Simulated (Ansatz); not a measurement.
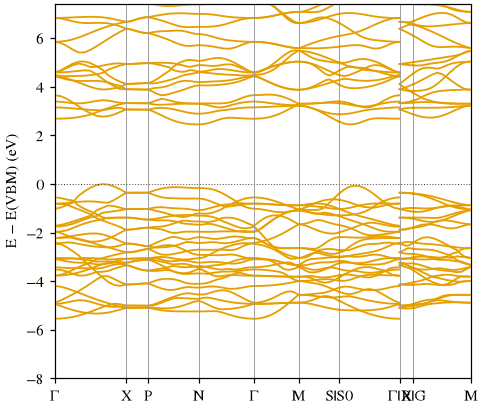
Figure. Band structure from DFT-r²SCAN in the program Ansatz with PAW potentials

The gap is 2.42 eV; an edge lies off the plotted path or next to a special point (maximum off the standard path, minimum off the standard path).

The material is VBiO$_{4}$ in space group I4_1/a (No. 88; Bi on 4a, V on 4b, O on 16f).

Symmetry was held in the r²SCAN relaxation. The workflow began spin-polarised and lost its moments. No Hubbard U is applied. Spin–orbit coupling is left out wherever it is not named.

Potentials: the later of the program's two PAW sets.
